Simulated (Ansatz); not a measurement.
# ZrC (Fm-3m): thermal expansion from first principles

Wanted: α(T), C_P(T) and B(T) of ZrC in the quasi-harmonic approximation.

Main program and level: Ansatz 0.2.0; DFT PBE, scalar-relativistic, plane waves, PAW.

The database entry behind the starting cell differs from later determinations by our own check (an axis about 0.7 % long against later determinations), so it need not match the best structure at ambient conditions.

## (1) Set-up

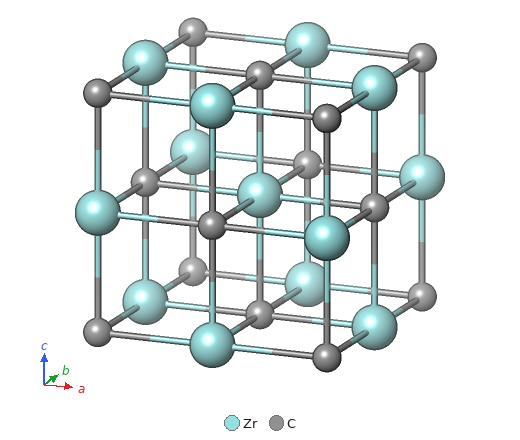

The starting structure, seen slightly off an axis (zirconium light teal, carbon grey). This picture shows the conventional cell, with its axes. Some periodic images of atoms are drawn too.

As a file:

```cif
data_structure
_symmetry_space_group_name_H-M 'P 1'
_symmetry_Int_Tables_number 1
_cell_length_a 3.3446
_cell_length_b 3.3446
_cell_length_c 3.3446
_cell_angle_alpha 60.000
_cell_angle_beta 60.000
_cell_angle_gamma 60.000
_cell_volume 26.46
loop_
_atom_site_label
_atom_site_type_symbol
_atom_site_fract_x
_atom_site_fract_y
_atom_site_fract_z
_atom_site_occupancy
Zr1 Zr 0.50000 0.50000 0.50000 1
C2 C 0.00000 0.00000 0.00000 1
```

## (2) Probe on a coarse mesh

A cheap single point shows whether the cell is a metal or an insulator and how far it is from rest; that sets the k-mesh and the occupations of what follows.

File input.yaml:

```yaml
crystal:
  lattice:
    - [0.0, 2.365, 2.365]
    - [2.365, 0.0, 2.365]
    - [2.365, 2.365, 0.0]
  atoms:
    - { symbol: Zr, position: [0.5, 0.5, 0.5] }
    - { symbol: C, position: [0.0, 0.0, 0.0] }
kpoints:
  mp_grid: { grid: [6, 6, 6] }
hamiltonian:
  xc: pbe
scf:
  occupations: { method: gaussian, width: 0.1 }
output:
  forces: true
  stress: true
  eigenvalues: true
```

Command:

```sh
$ ansatz run input.yaml --threads 4 --pin off --max-ram 8192MiB --backend cpu --events-out ev --progress --plain --runs-dir out
```

Numbers of over 12 decimals in the logs are rounded to 6 here.

The program printed:

```text
Engine: ansatz 0.2.0, aarch64-unknown-linux-gnu
Pseudopotentials: kind: paw
Pseudopotential: Zr, paw, valence charge 12, recommended cutoff 420 eV (normal), Zr.paw.azcp
Pseudopotential: C, paw, valence charge 4, recommended cutoff 420 eV (normal), C.paw.azcp
Functional definition: PBE
  parameter kappa = 0.804
  parameter beta = 0.066725
  exchange = pbe_x(kappa = kappa, mu = beta*pi^2/3)
  correlation = pbe_c(beta = beta)
Crystal: 2 atoms, lattice volume = 26.456 Å³
Basis set: ecut = 420 eV, 531 PW (Γ), exchange–correlation on 48×48×48 points (8 copies of the dense FFT grid, shifted against one another)
Bands: 12, of which v1, the nominal top of the filled ones, is band 8 counted from 1 (7 counted from 0)
Symmetry: 48 space group operations
Space group: Fm-3m (ITA 225), of the structure as read, at distance tolerance 3.0e-5 Å
k-points: 16 of 216
Non-local potential: Zr, projectors of the file, l = 0: 3, l = 1: 2, l = 2: 2, l = 3: 2
Non-local potential: C, projectors of the file, l = 0: 2, l = 1: 2, l = 2: 1
PAW form: soft (Blöchl's): semilocal exchange-correlation on the pseudo side does not see the compensation charge
PAW one-centre angular grid: Zr, 590 points (default); XC on 64 Gauss nodes
PAW one-centre angular grid: C, 110 points (default); XC on 64 Gauss nodes
Initial density: superposition of atomic densities (neutral atoms: chi_scale 0, normalization atom), corrected by the library's trained network
Initial wavefunctions: pseudopotential atomic-orbital guess
Functional: x = pbe(κ = 0.804, μ = 0.219515), c = pbe(β = 0.066725)
SCF iter   1: F=—  HF=-4436.484143 eV  |F-HF|=—  |Δ(HF+E_count)|=         —  Δρ=2.34e-3  dr2=1.92e-3  ethr=1.77e-3  ⟨swp⟩=5.0  Hψ=964  notcnv=0
preconditioner: auto → none  [insulator: Δε(μ)=0.269 eV  Ē_g=17.928 eV  σ=0.100 eV  W_gap=0.94  n_scr=8 (ndim 8)  ℏωp=27.0 eV  f_vac=0.000  D(μ)=0.17/eV (n_scr^D=0)  ε∞_Penn≈3.3]
SCF iter   2: F=—  HF=-4436.483386 eV  |F-HF|=—  |Δ(HF+E_count)|=   7.57e-4  Δρ=7.51e-4  dr2=1.49e-4  ethr=1.20e-5  ⟨swp⟩=2.2  Hψ=395  notcnv=0
SCF iter   3: F=—  HF=-4436.483372 eV  |F-HF|=—  |Δ(HF+E_count)|=   1.40e-5  Δρ=1.58e-4  dr2=2.53e-6  ethr=9.32e-7  ⟨swp⟩=2.0  Hψ=237  notcnv=0
SCF iter   4: F=—  HF=-4436.483374 eV  |F-HF|=—  |Δ(HF+E_count)|=   2.23e-6  Δρ=3.52e-5  dr2=1.32e-7  ethr=1.58e-8  ⟨swp⟩=2.0  Hψ=308  notcnv=0
iter 5 did not close the SCF: its close was put off for the readings that it lacked (scf_convergence_deferred on its scf_iter line)
SCF iter   5: F=-4436.483374 eV  HF=-4436.483374 eV  |F-HF|=9.34e-10  |Δ(HF+E_count)|=   2.37e-8  Δρ=8.73e-6  dr2=8.50e-9  ethr=8.26e-10  ⟨swp⟩=2.8  Hψ=325  notcnv=0
SCF iter   6: F=-4436.483374 eV  HF=-4436.483374 eV  |F-HF|=5.18e-11  |Δ(HF+E_count)|=   1.48e-9  Δρ=6.90e-7  dr2=8.38e-11  ethr=5.31e-11  ⟨swp⟩=1.8  Hψ=601  notcnv=0
SCF 1 converged in 6 iterations: F = -4436.483374 eV  dr2 = 8.38e-11
  greatest PAW one-centre occupation: 0.995 electrons in one spin orbital (limit 2), on the Zr atom at site 0 (counted from 0), in its partial waves of l = 0
SCF converged after 6 iterations
Free energy (F): -4436.483374 eV
Harris-Foulkes:  -4436.483374 eV  (|F-HF|=5.18e-11)
Internal energy: -4436.482612 eV  (E = F + TS)
E sigma→0 (E₀):  -4436.482993 eV
Entropy (-TS):   -0.000762 eV (-0.381 meV/atom)
Fermi energy:    14.477401 eV
--- Per-component energies (eV) ---
  E_band       = -54.023114
  E_kinetic    = 421.352078
  E_local      = -604.484107  (includes V_loc(G=0)·N_el)
  E_nonlocal   = 104.283467
  E_hartree    = 181.212086
  E_xc         = -211.049765
  E_vxc        = -252.262705  (∫ρ·V_xc dr)
  E_paw        = -3051.932584  (= ΣΔE_a)
  E_vpaw       = -85.336262  (= ΣTr[D̂ρ^β])
  E_aug_tail   = 0.000038  (compensation charges beyond the density's cutoff)
  E_ewald      = -1275.863827
  E_smearing   = -0.000762  (= −TS)
  E_closure    = 0.000000  (closes the sum)
  Σ components = -4436.483374   (vs F -4436.483374, Δ=0.00e0)
--- Forces (eV/Å), atoms counted from 1 ---
  atom   1  Zr     0.00000000     0.00000000    -0.00000000
  atom   2  C     -0.00000000     0.00000000     0.00000000
  max |Σ_I F_I| component: 2.02e-29 eV/Å
--- Stress (GPa, compression-positive) ---
       -2.859221      -0.000000      -0.000000
       -0.000000      -2.859221       0.000000
       -0.000000      -0.000000      -2.859221
  P = ⅓ Tr σ = -2.8592 GPa (-28.592 kbar)
--- Band table (eV; the first three rows and the last of 16) ---
  k-point 0: bands = [... 4 lower, 3.3177, 15.4930, 15.4930, 15.4930, 15.6361, 15.6361, 15.6361, 17.3068]
  k-point 1: bands = [... 4 lower, 3.9024, 13.1541, 13.6925, 13.6925, 16.3864, 16.3864, 16.8105, 19.5990]
  k-point 2: bands = [... 4 lower, 5.2865, 10.6683, 12.2028, 12.2028, 17.8873, 17.8873, 17.9835, 22.7178]
  k-point 15: bands = [... 4 lower, 4.9698, 12.2887, 12.3216, 12.5122, 16.3753, 19.0544, 20.0810, 20.6679]
```

The job ended after 0.28 s (4 threads of Arm Neoverse V2, shared host; peak memory 0.27 GiB).

Reading the cycles: dr2 is the Hartree energy of the density residual (eV), the measure of convergence; HF is the Harris–Foulkes estimate of the energy, which meets the free energy F at convergence.

Numbers from this step:

```
pressure          : -2.859 GPa
volume per atom   : 13.23 Å³
gap on the k-mesh : 0 eV
```

The start is under -2.9 GPa at this level and looks like a metal on this mesh.

## (3) Finding the static equilibrium

The vibrations must be taken about the equilibrium of this functional, not about the starting cell, so the structure is relaxed.

input.yaml, the sections that differ from step 2:

```yaml
kpoints:
  mp_grid: { grid: [16, 16, 16] }
output:
  forces: true
  stress: true
  eigenvalues: true
  write_density: true
  write_potential: true
  elf: true
  volumetric_format: npy
relax:
  adjacent_minimum: "off"
  f_tol: 0.005
  max_steps: 80
  cell: { stress_tol: 0.05 }
# crystal, hamiltonian, scf: as in step 2
```

The program printed:

```text
[...]
Crystal: 2 atoms, lattice volume = 26.456 Å³
Basis set: ecut = 420 eV, 531 PW (Γ), exchange–correlation on 48×48×48 points (8 copies of the dense FFT grid, shifted against one another)
Bands: 12, of which v1, the nominal top of the filled ones, is band 8 counted from 1 (7 counted from 0)
Symmetry: 48 space group operations
[...]
k-points: 145 of 4096
[...]
SCF iter   1: F=—  HF=-4436.493316 eV  |F-HF|=—  |Δ(HF+E_count)|=         —  Δρ=1.62e-3  dr2=7.37e-4  ethr=1.77e-3  ⟨swp⟩=5.0  Hψ=8718  notcnv=0
[...]
SCF iter   6: F=-4436.492814 eV  HF=-4436.492814 eV  |F-HF|=1.77e-9  |Δ(HF+E_count)|=   5.72e-9  Δρ=4.23e-6  dr2=2.63e-9  ethr=9.28e-11  ⟨swp⟩=5.2  Hψ=8812  notcnv=0
SCF 1 converged in 6 iterations: F = -4436.492814 eV  dr2 = 2.63e-9
[...]
relax step   1: F+E_penalty+E_count = -4436.49281426 eV  Δ(F+E_penalty+E_count) = +0.000e0 eV  max|allowed force component| = 1.200e-29 eV/Å  Δτ_max = 0.0000 Å  P = -2.936 GPa  Ω = 26.456 Å³  (6 SCF iters, dr2 threshold 1.00e-7 eV, accepted)
Crystal: 2 atoms, lattice volume = 25.770 Å³
[...]
iter 1 solved again at ethr=3.19e-5 eV; its pass at ethr=3.10e-3 eV (dr2=5.11e-3 eV) is discarded
[...]
SCF iter   6: F=-4436.493947 eV  HF=-4436.493947 eV  |F-HF|=1.09e-11  |Δ(HF+E_count)|=  1.28e-10  Δρ=2.94e-7  dr2=2.22e-11  ethr=7.50e-12  ⟨swp⟩=4.5  Hψ=8305  notcnv=0
SCF 2 converged in 6 iterations: F = -4436.493947 eV  dr2 = 2.22e-11
[...]
relax step   2: F+E_penalty+E_count = -4436.49394665 eV  Δ(F+E_penalty+E_count) = -1.132e-3 eV  max|allowed force component| = 1.476e-29 eV/Å  Δτ_max = 0.0000 Å  P = +2.934 GPa  Ω = 25.770 Å³  energy of the carried Pulay correction = +8.541e-4 eV  (6 SCF iters, dr2 threshold 2.00e-7 eV, accepted)
Crystal: 2 atoms, lattice volume = 26.108 Å³
[...]
SCF iter   6: F=-4436.496527 eV  HF=-4436.496527 eV  |F-HF|=9.09e-13  |Δ(HF+E_count)|=  4.82e-11  Δρ=1.06e-7  dr2=1.82e-12  ethr=1.00e-12  ⟨swp⟩=4.2  Hψ=7721  notcnv=0
SCF 3 converged in 6 iterations: F = -4436.496527 eV  dr2 = 1.82e-12
relax step   3: F+E_penalty+E_count = -4436.49652666 eV  Δ(F+E_penalty+E_count) = -2.580e-3 eV  max|allowed force component| = 4.602e-30 eV/Å  Δτ_max = 0.0000 Å  P = -0.058 GPa  Ω = 26.108 Å³  energy of the carried Pulay correction = +4.300e-4 eV  (6 SCF iters, dr2 threshold 2.00e-7 eV, accepted)
[...]
relax step   4: F+E_penalty+E_count = -4436.49653607 eV  Δ(F+E_penalty+E_count) = -9.412e-6 eV  max|allowed force component| = 1.379e-29 eV/Å  Δτ_max = 0.0000 Å  P = -0.001 GPa  Ω = 26.102 Å³  energy of the carried Pulay correction = +4.382e-4 eV  (7 SCF iters, accepted)
[...]
SCF iter   8: F=-4436.496104 eV  HF=-4436.496104 eV  |F-HF|=0.00e0  |Δ(HF+E_count)|=  9.09e-13  Δρ=1.36e-10  dr2=5.27e-18  ethr=1.00e-12  ⟨swp⟩=2.0  Hψ=4966  notcnv=0
SCF 5 converged in 8 iterations: F = -4436.496104 eV  dr2 = 5.27e-18
relax step   5: F+E_penalty+E_count = -4436.49610427 eV  Δ(F+E_penalty+E_count) = +4.318e-4 eV  max|allowed force component| = 6.409e-30 eV/Å  Δτ_max = 0.0000 Å  P = -0.025 GPa  Ω = 26.102 Å³  stress off target by 2.52e-2 GPa  SCF on the basis re-selected at this cell (its energy is not comparable with the rows above)  (8 SCF iters)
basis re-selected at this cell: Δ(F+E_penalty+E_count) = +4.318e-4 eV, ΔP = -0.024 GPa vs the last step (what re-selecting the basis moved, of the pressure what is left beyond the Pulay correction that the steps carried, after the strain that the cell walked since its last selection, with what the two solves' SCF thresholds leave and, on support functions, any second-order correction that the steps lacked; it is no m [...]
SCF converged after 8 iterations
Free energy (F): -4436.496104 eV
[...]
Internal energy: -4436.494169 eV  (E = F + TS)
E sigma→0 (E₀):  -4436.495136 eV
Entropy (-TS):   -0.001936 eV (-0.968 meV/atom)
Fermi energy:    14.764694 eV
[...]
--- Stress (GPa, compression-positive) ---
       -0.025175      -0.000000      -0.000000
       -0.000000      -0.025175      -0.000000
        0.000000      -0.000000      -0.025175
  P = ⅓ Tr σ = -0.0252 GPa (-0.252 kbar)
--- Band table (eV; the first three rows and the last of 145) ---
  k-point 0: bands = [... 4 lower, 3.4858, 15.7084, 15.7084, 15.7084, 15.8683, 15.8683, 15.8683, 17.5722]
  k-point 1: bands = [... 4 lower, 3.5743, 14.9698, 15.1681, 15.1681, 16.0805, 16.0805, 16.4023, 18.0832]
  k-point 2: bands = [... 4 lower, 3.8308, 14.0218, 14.3921, 14.3921, 16.3665, 16.3665, 16.8250, 19.1120]
  k-point 144: bands = [... 4 lower, 5.3355, 12.1489, 12.4363, 12.4363, 18.0455, 18.0455, 20.4087, 21.7719]
--- Relaxed structure (4 steps of the walk, 4 accepted, 1 SCFs on fresh bases) ---
  F+E_penalty+E_count = -4436.49610427 eV   max|allowed force component| = 6.409e-30 eV/Å   (the final SCF, on the basis selected at the relaxed cell)
  cell:  # Å, volume = 26.1017 Å³
    - [0, 2.354398, 2.354398]
    - [2.354398, 0, 2.354398]
    - [2.354398, 2.354398, 0]
  atoms:
    - { symbol: Zr, position: [0.5, 0.5, 0.5] }
    - { symbol: C, position: [0, 0, 0] }
```

The job ended after 4.2 s (4 threads; peak memory 0.36 GiB; 15 s of CPU time).

Step by step:

| step | energy less that of the first step (eV) | largest force component (eV/Å) | pressure (GPa) | volume (Å³) |
| --- | --- | --- | --- | --- |
| 1 | 0.0000 | 0.0000 | -2.94 | 26.46 |
| 2 | -0.0011 | 0.0000 | 2.93 | 25.77 |
| 3 | -0.0037 | 0.0000 | -0.06 | 26.11 |
| 4 | -0.0037 | 0.0000 | 0.00 | 26.10 |
| 5* | -0.0033 | 0.0000 | -0.03 | 26.10 |

Relaxation steps marked * repeat the geometry before them on a plane-wave basis chosen anew for their cell, so energy and pressure can jump there.

Forces are held to the 48 operations that the run works with; a distortion that breaks them can't arise in this run.

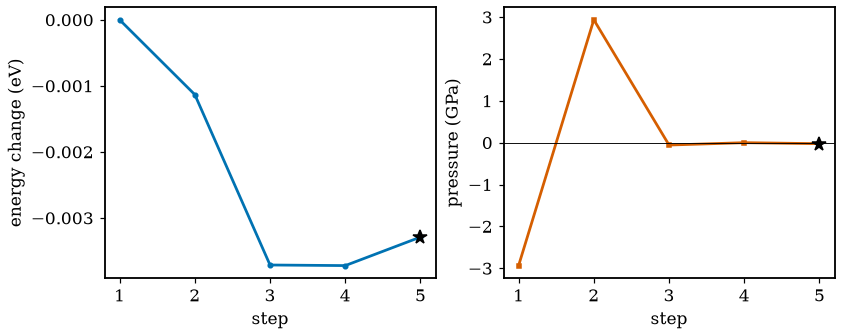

Energy and pressure along the relaxation. Stars mark steps on a basis chosen anew.

| conventional cell, symmetrised | before | after | change |
| --- | --- | --- | --- |
| a (Å) | 4.730 | 4.709 | -0.4 % |
| b (Å) | 4.730 | 4.709 | -0.4 % |
| c (Å) | 4.730 | 4.709 | -0.4 % |
| volume (Å³/atom) | 13.23 | 13.05 | -1.3 % |

The relaxed structure:

```cif
data_structure
_symmetry_space_group_name_H-M 'P 1'
_symmetry_Int_Tables_number 1
_cell_length_a 3.3296
_cell_length_b 3.3296
_cell_length_c 3.3296
_cell_angle_alpha 60.000
_cell_angle_beta 60.000
_cell_angle_gamma 60.000
_cell_volume 26.10
loop_
_atom_site_label
_atom_site_type_symbol
_atom_site_fract_x
_atom_site_fract_y
_atom_site_fract_z
_atom_site_occupancy
Zr1 Zr 0.50000 0.50000 0.50000 1
C2 C 0.00000 0.00000 0.00000 1
```

Numbers from this step:

```yaml
pressure: -0.02517 GPa
volume_per_atom: 13.05 Å³
```

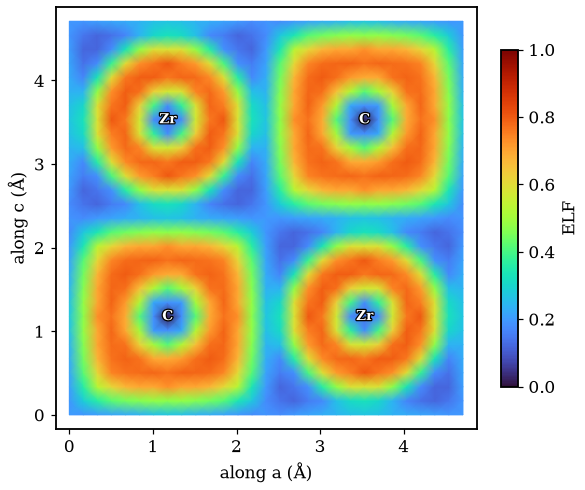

ELF in the ac plane of the conventional cell at fractional y = 0.000, with atoms of Zr and C within 0.2 Å of it. It is the smooth field of the valence electrons, not physical close to the nuclei. The map starts off the cell's origin, so that atoms lie inside it.

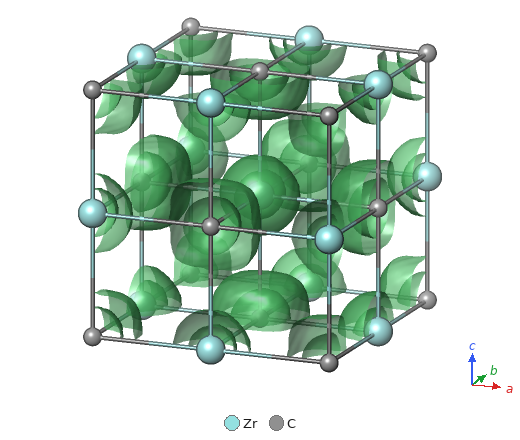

Surface of ELF = 0.72.

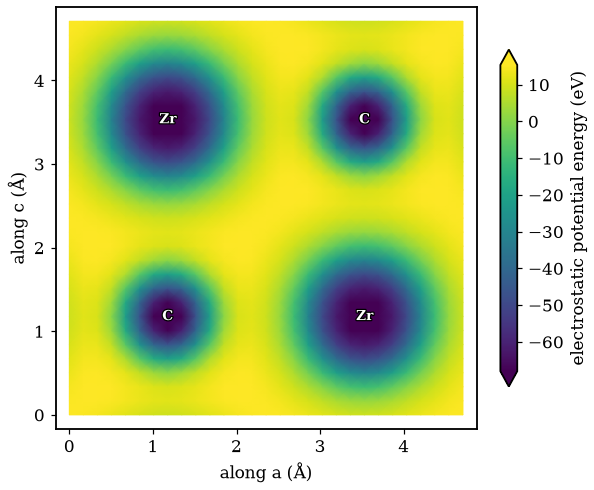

Electrostatic potential energy in the ac plane of the conventional cell at fractional y = 0.000, with atoms of Zr and C within 0.2 Å of it. With pseudopotentials it is smooth inside the atoms' cores, unlike the true potential. The map starts off the cell's origin, so that atoms lie inside it.

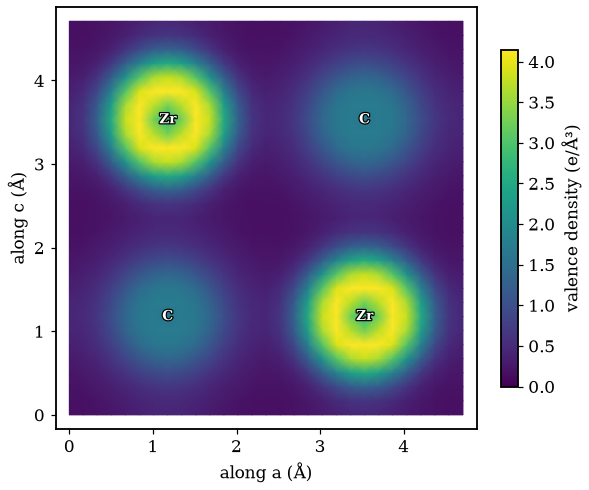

Valence density in the ac plane of the conventional cell at fractional y = 0.000, with atoms of Zr and C within 0.2 Å of it. It is the smooth field of the valence electrons, not physical close to the nuclei. The map starts off the cell's origin, so that atoms lie inside it.

The relaxation ends with a pressure of -0.03 GPa.

## (4) Tight relaxation

The relaxation is repeated with tighter thresholds on force and stress, since phonons are sensitive to what is left; a change of mesh or smearing in the input moves the cell too.

File input.yaml:

```yaml
crystal:
  lattice:
    - [0.0, 2.3543976074, 2.3543976074]
    - [2.3543976074, 0.0, 2.3543976074]
    - [2.3543976074, 2.3543976074, 0.0]
  atoms:
    - { symbol: Zr, position: [0.5, 0.5, 0.5] }
    - { symbol: C, position: [0.0, 0.0, 0.0] }
kpoints:
  mp_grid: { grid: [16, 16, 16] }
hamiltonian:
  xc: pbe
scf:
  occupations: { method: methfessel_paxton, width: 0.2 }
output:
  forces: true
  stress: true
  eigenvalues: true
relax:
  adjacent_minimum: "off"
  f_tol: 0.001
  max_steps: 60
  cell: { stress_tol: 0.01 }
```

The program printed:

```text
[...]
Crystal: 2 atoms, lattice volume = 26.102 Å³
Basis set: ecut = 420 eV, 531 PW (Γ), exchange–correlation on 48×48×48 points (8 copies of the dense FFT grid, shifted against one another)
Bands: 12, of which v1, the nominal top of the filled ones, is band 8 counted from 1 (7 counted from 0)
Symmetry: 48 space group operations
[...]
k-points: 145 of 4096
[...]
k-point 144: bands = [... 4 lower, 5.3372, 12.1504, 12.4378, 12.4378, 18.0472, 18.0472, 20.4104, 21.7739]
--- Relaxed structure (3 steps of the walk, 3 accepted, 1 SCFs on fresh bases) ---
[...]
cell:  # Å, volume = 26.0996 Å³
    - [0, 2.354332, 2.354332]
    - [2.354332, 0, 2.354332]
    - [2.354332, 2.354332, 0]
  atoms:
    - { symbol: Zr, position: [0.500000, 0.500000, 0.500000] }
    - { symbol: C, position: [0, 0, 0] }
[key lines of the parts left out:]
SCF converged after 7 iterations
Free energy (F): -4436.495459 eV
Fermi energy:    14.771244 eV
P = ⅓ Tr σ = -0.0002 GPa (-0.002 kbar)
```

Elapsed: 3 s, on 4 threads; peak memory 0.36 GiB; 10 s of CPU time.

Little changed from the start: no atom moved by 0.005 Å and no cell edge by 0.1 %.

This step gave:

```
pressure : -2.32e-4 GPa
```

The residual pressure is -2.3e-4 GPa, small enough for phonons.

## (5) A faulty attempt

This input was changed on purpose, to see how the program answers.

File input.yaml:

```yaml
crystal:
  lattice:
    - [0.0, 2.3543319258, 2.3543319258]
    - [2.3543319258, 0.0, 2.3543319258]
    - [2.3543319258, 2.3543319258, 0.0]
  atoms:
    - { symbol: Zr, position: [0.5, 0.5, 0.5] }
    - { symbol: C, position: [0.0, 0.0, 0.0] }
kpoints:
  mp_grid: { grid: [17, 17, 17] }
hamiltonian:
  xc: pbe
scf:
  occupations: { method: methfessel_paxton, width: 0.2 }
  max_iter: 80
output:
  eigenvalues: true
phonons:
  supercell: [2, 2, 2]
  thermal_expansion: {}
```

The program printed:

```text
Error: 3 input errors — fix all and re-run
  1. invalid value for `phonons.supercell`: axis 0: the count 2 must divide kpoints.mp_grid.grid dimension 17 — the displaced supercells solve the k-mesh folded onto them, whose points must be the deck's own; the next dimension that the batch's repeats divide is 18
  2. invalid value for `phonons.supercell`: axis 1: the count 2 must divide kpoints.mp_grid.grid dimension 17 — the displaced supercells solve the k-mesh folded onto them, whose points must be the deck's own; the next dimension that the batch's repeats divide is 18
  3. invalid value for `phonons.supercell`: axis 2: the count 2 must divide kpoints.mp_grid.grid dimension 17 — the displaced supercells solve the k-mesh folded onto them, whose points must be the deck's own; the next dimension that the batch's repeats divide is 18
```

Wall time 0.02 s (4 threads); peak memory 0.032 GiB.

The program refused the input before any cycle.

The program's message: “Error: 3 input errors — fix all and re-run
  1. invalid value for `phonons.supercell`: axis 0: the count 2 must divide kpoints.mp_grid.grid dimension 17 — the displaced supercells solve the k-mesh fol …”

The fault put into the input: a k mesh that the supercell doesn't divide.

(Part 1 of 3 ends here.)

[Logs are printed without paths, hosts, clocks, repeated set-up lines and the standing remarks that a program may print on its own settings, such as how far it seeks lower states.]

[Hosts, paths, dates, database ids (printed as entryN), source tags and the programs' standing remarks are cut or masked in the printed files.]

[A step with changed settings may run another functional than the one named; its input shows which.]
